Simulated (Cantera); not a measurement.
A closed system holds: 1 mol Zr, 1.1 mol N2, held at 0.130 Pa.

Equilibrium computed with Cantera from the NASA thermochemical tables; the gas is ideal and each condensed phase is pure. Candidate condensed phases: Zr, ZrN; 4 gas species. ZrN: taken at fixed stoichiometry. Rates play no part.

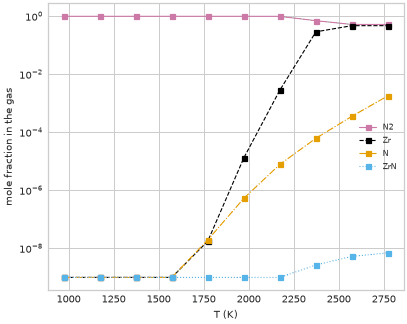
Fig. 1. Equilibrium gas composition (values under 1e-9 drawn at 1e-9)

From 973 K to 2373 K the condensed part is ZrN(s). From 2573 K to 2773 K nothing is condensed.
